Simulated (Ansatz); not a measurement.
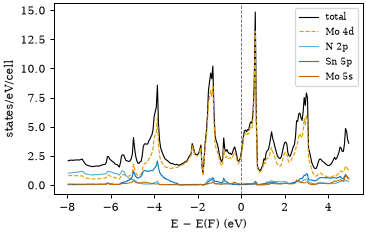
Figure: Total and projected density of states of SnMo3N (anti-perovskite, Pm-3m), PBEsol (plane waves, PAW; program Ansatz)

**Question.** Which orbitals carry the states next to the Fermi level?

**Answer.** Within 0.5 eV of the Fermi level: Mo 4d 91 %. Projections are on Löwdin-orthogonalised atomic valence shells; empty p or d shells of many metals are not among them.

**Question.** Where is the tallest occupied peak in this window, and what makes it?

**Answer.** Near -1.3 eV, about 10 states/eV per cell; the largest projected share is Mo 4d.

The start of the workflow was typed in or built on a structure type; neither database checked (COD, Materials Project) lists it. Its standing as an ambient phase is unchecked. Symmetry was held in the PBEsol relaxation. At this level the phase is dynamically unstable (imaginary phonons). The workflow began spin-polarised and lost its moments. Scalar-relativistic: spin–orbit coupling is off unless named, which matters more the heavier the elements.

Potentials: the earlier of the program's two PAW sets. The files were generated under PBE; for other functionals the program regenerates the frozen cores, and for LDA and PBEsol the local potential too.
